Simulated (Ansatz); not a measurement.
# TlSbS3 (model cell, started as cubic perovskite with Sb in the octahedra): a soft mode frozen in, part 3 of 3

Aim: this structure of TlSbS3 (model cell, started as cubic perovskite with Sb in the octahedra) is to be tested for unstable modes, and one is followed downhill.

Ansatz 0.2.0; DFT LDA, scalar-relativistic, plane waves, PAW; PAW set soft_1.

So far. Step 5 (Energy along the mode, all amplitudes (two of the runs …): The lowest of the steps tried is the last one, at 0.6 Å, 40.6 meV/atom below the parent; the bottom of the well need not coincide with a step. Step 7 (The new phase in its own primitive cell): The largest force component left is 0.78 meV/Å and the pressure is 0.000 GPa, within the tolerances set. The cell now holds 23.50 Å³/atom. The relaxed cell has a, b, c = 10.249, 10.687, 4.292 Å (conventional setting).

The structure was built from a prototype and need not be the compound's stable phase.

### Step 8. Modes of the new phase, k-mesh 6×6×8

A relaxed structure may still be a saddle point, so its zone-centre modes are computed. No field response is asked, since the mesh shows no gap.

input.yaml

```yaml
crystal:
  lattice:
    - [5.1246739285, -5.3437342208, 0.0]
    - [5.1246739285, 5.3437342208, 0.0]
    - [0.0, 0.0, 4.2915052579]
  atoms:
    - { symbol: Tl, position: [0.2380518978, 0.2380518978, 0.0] }
    - { symbol: Tl, position: [0.7619481022, 0.7619481022, 0.0] }
    - { symbol: Sb, position: [0.2357964766, 0.7642035234, 0.5] }
    - { symbol: Sb, position: [0.7642035234, 0.2357964766, 0.5] }
    - { symbol: S, position: [0.5, 0.0, 0.5] }
    - { symbol: S, position: [0.0, 0.5, 0.5] }
    - { symbol: S, position: [0.0, 0.0, 0.5] }
    - { symbol: S, position: [0.5, 0.5, 0.5] }
    - { symbol: S, position: [0.3599105512, 0.6400894488, 0.0] }
    - { symbol: S, position: [0.6400894488, 0.3599105512, 0.0] }
kpoints:
  mp_grid: { grid: [6, 6, 8] }
hamiltonian:
  xc: lda
  pseudopotentials: { kind: paw, azcp: { folder: soft_1 }, xc_functional: pbe }
scf:
  occupations: { method: methfessel_paxton, width: 0.2 }
output:
  eigenvalues: true
phonons:
  method: dfpt
```

On the command line:

```
$ ansatz run input.yaml --threads 4 --pin off --max-ram 16384MiB --backend cpu --events-out ev --progress --plain --runs-dir out
```

Numbers of over 12 decimals in the logs are rounded to 6 here.

The log of the run:

```text
zone centre: on kpoints.mp_grid the ground state, and the responses unless they are solved on pairs of k-points, stand on 100 of the mesh's 288 k-points, reduced under 2 symmetry operations, with k and −k counted as one. Each operation leaves every solved displacement unchanged or reverses it
[...]
Crystal: 10 atoms, lattice volume = 235.045 Å³
Basis set: ecut = 420 eV, 4567 PW (Γ), exchange–correlation on 100×100×60 points (8 copies of the dense FFT grid, shifted against one another)
Bands: 56, of which v1, the nominal top of the filled ones, is band 46 counted from 1 (45 counted from 0)
Symmetry: 8 space group operations
k-points: 100 of 288 (irreducible under 2 space group operations, time reversal used)
[...]
SCF iter   1: F=—  HF=-40187.617924 eV  |F-HF|=—  |Δ(HF+E_count)|=         —  Δρ=3.49e-2  dr2=8.95e0  ethr=3.10e-3  ⟨swp⟩=8.0  Hψ=25829  notcnv=0
[...]
SCF iter  15: F=-40184.972320 eV  HF=-40184.972320 eV  |F-HF|=0.00e0  |Δ(HF+E_count)|=  1.46e-11  S|Δr|=    0.00e0  Δρ=2.82e-8  dr2=3.61e-12  ethr=1.00e-12  ⟨swp⟩=16.9  Hψ=38423  notcnv=0
SCF 1 converged in 15 iterations: F = -40184.972320 eV  dr2 = 3.61e-12
[...]
DFPT response loops at Γ: preconditioner auto → Kerker (q_TF=auto, 2.333 Å⁻¹) (partly filled bands, converged f_vac=0.002); β = 1.00, the filter's whole step (`scf.mixing.beta` (0.50) is not read by the response loops under this deck's `scf.mixing.preconditioner`; to damp them name `kerker` or `kerker_dos`, under which they read `scf.mixing.beta`, and type it under 1.00, their step now; both keys bind the ground state too); Broyden in place of MSR1
SCF converged after 15 iterations
[...]
Free energy (F): -40184.972320 eV
[...]
Internal energy: -40184.986743 eV  (E = F + TS)
E sigma→0 (E₀):  -40184.975925 eV
Entropy (-TS):   0.014423 eV (1.442 meV/atom)
Fermi energy:    7.227640 eV
[...]
--- Band table (eV; the first three rows and the last of 100) ---
  k-point 0: bands = [... 42 lower, 6.6339, 6.8810, 7.0340, 7.2745, 7.2939, 7.8969, 8.9639, 9.5352, ... 6 higher]
  k-point 1: bands = [... 42 lower, 6.4462, 6.5360, 6.9492, 7.1583, 7.1762, 8.6154, 8.9476, 8.9656, ... 6 higher]
  k-point 2: bands = [... 42 lower, 6.6062, 6.6791, 6.7157, 7.1287, 7.4211, 8.8321, 8.8369, 9.9888, ... 6 higher]
  k-point 99: bands = [... 42 lower, 5.9755, 6.1356, 6.5757, 7.6733, 7.7984, 8.9356, 9.1881, 10.2503, ... 6 higher]
--- Phonons (Γ-DFPT): 18 representative perturbations + reference, on 100 of 288 k-points (Σ response iterations 54) ---
  k mesh reduced under 2 symmetry operations, with k and −k counted as one. Each operation leaves every solved displacement unchanged or reverses it
  ASR residual: 7.898e-5 → 0.000e0 eV/Å²; symmetrization residual: 1.828e-5 eV/Å²
  ASR residual per site (eV/Å²): 7.06e-5 7.06e-5 7.90e-5 7.90e-5 6.01e-5 6.01e-5 1.20e-5 2.79e-5 2.78e-5 2.78e-5
  Γ frequencies (cm⁻¹): -105.48 -67.96 -51.51 -45.11 -37.96 -28.92 -27.03 0.00 0.00 0.00 17.17 17.37 39.47 52.52 57.74 77.56 97.70 101.95 117.75 136.66 148.79 158.66 159.11 175.66 202.54 204.65 213.96 235.04 259.68 268.97
  non-analytic LO–TO correction: not included (Born effective charges unavailable; polar crystals: no LO–TO splitting at Γ)
```

Wall time 14 min (4 threads of Arm Neoverse V1, shared host); peak memory 3.8 GiB.

Numbers from this step:

```
sum-rule residual before enforcement                    : 7.90e-5 eV/Å²
point group                                             : mmm
highest optical mode at the zone centre (no LO-TO term) : 269.0 cm⁻¹
lowest optical zone-centre mode                         : -105.5 cm⁻¹
```

Patterns of degenerate modes are one choice out of their space. The modes at Γ (shares of kinetic energy by element, %) (negative means imaginary):

| mode | frequency (cm⁻¹) | symmetry | Tl % | Sb % | S % |
| --- | --- | --- | --- | --- | --- |
| 1 | -105.5 | B3u | 2 | 46 | 52 |
| 2 | -68.0 | B1u | 5 | 0 | 95 |
| 3 | -51.5 | B3g | 0 | 59 | 41 |
| 4 | -45.1 | B3u | 2 | 15 | 84 |
| 5 | -38.0 | B2u | 23 | 0 | 77 |
| 6 | -28.9 | Au | 0 | 0 | 100 |
| 7 | -27.0 | B1u | 16 | 45 | 39 |
| 8 | 0.0 | acoustic | 48 | 29 | 23 |
| 9 | 0.0 | acoustic | 48 | 29 | 23 |
| 10 | 0.0 | acoustic | 48 | 29 | 23 |
| 11 | 17.2 | B2g | 100 | 0 | 0 |
| 12 | 17.4 | B1g | 97 | 2 | 1 |
| 13 | 39.5 | B1u | 29 | 4 | 67 |
| 14 | 52.5 | B2u | 28 | 46 | 26 |
| 15 | 57.7 | Ag | 97 | 2 | 1 |
| 16 | 77.6 | B3u | 39 | 9 | 52 |
| 17 | 97.7 | B3u | 7 | 1 | 92 |
| 18 | 102.0 | B1u | 2 | 0 | 98 |
| 19 | 117.8 | B3u | 1 | 0 | 99 |
| 20 | 136.7 | B1g | 0 | 68 | 32 |
| 21 | 148.8 | B2u | 0 | 0 | 100 |
| 22 | 158.7 | B1g | 3 | 30 | 67 |
| 23 | 159.1 | Ag | 3 | 90 | 7 |
| 24 | 175.7 | B2u | 0 | 17 | 83 |
| 25 | 202.5 | B3u | 1 | 1 | 99 |
| 26 | 204.7 | B3g | 0 | 41 | 59 |
| 27 | 214.0 | B2u | 0 | 8 | 92 |
| 28 | 235.0 | Ag | 0 | 8 | 92 |
| 29 | 259.7 | B1u | 0 | 22 | 78 |
| 30 | 269.0 | B2u | 0 | 0 | 100 |

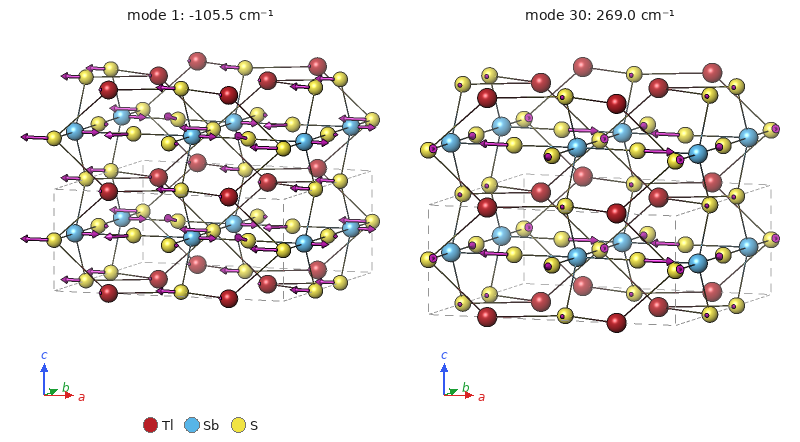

Displacement patterns of modes 1 and 30 at Γ; arrows are exaggerated. 1×1×2 conventional cells are drawn. Some periodic images of atoms are drawn too.

Before it was imposed, the acoustic sum rule was missed by 7.9e-5 eV/Å². Small misses are needed for a sound result but don't prove that mesh and cutoff are converged. The lowest optical mode is imaginary, 105.5i cm⁻¹, so the energy falls along it.

### Step 9. Results

```json
{
 "unstable mode of the parent": "q = (0, -0.5, -0.5), 143i cm⁻¹",
 "depth at the lowest point sampled": "40.6 meV/atom",
 "largest atomic shift at that point": "0.6 Å",
 "space group reached (within 0.01 Å)": "Cmmm",
 "energy gained over the parent (first relaxation, on the mesh of the frozen mode)": "77.6 meV/atom",
 "volume per atom, phase reached": "23.5 Å³",
 "lowest optical zone-centre mode, phase reached": "-105 cm⁻¹",
 "highest optical mode at the zone centre (no LO-TO term), phase reached": "269 cm⁻¹"
}
```

**Reading.** Along this mode the structure falls into Cmmm, 77.6 meV/atom below the parent. At the parent's cell the well is 40.61 meV/atom deep on the steps tried, with its lowest point at a shift of 0.6 Å. That is the last step tried, so the steps alone don't bracket the bottom of the well. Relaxing atoms and cell changes the gain by +36.97 meV/atom against the lowest step (energies at zero smearing). The new phase still has an imaginary mode at the zone centre of its cell, so it is a saddle point on the way to a lower structure. Of the 6 patterns followed to their end from this parent, this one ends 89.9 meV/atom above the lowest, Imma. Each path keeps the symmetry of its pattern, so a lower phase may lie along a pattern not tried. With no gap, or one that is small against the smearing, the frequencies hang on the k mesh and the smearing, most of all near Kohn anomalies. Spin-orbit coupling is left out, which can matter for the heavy elements here. The PAW files were made for PBE and serve the other functionals too. The starting cell was built on a prototype and not taken from a measurement, so the phase need not exist.

[Logs are printed without paths, hosts, clocks, repeated set-up lines and the standing remarks that a program may print on its own settings, such as how far it seeks lower states.]

[Hosts, paths, dates, database ids (printed as entryN), source tags and the programs' standing remarks are cut or masked in the printed files.]
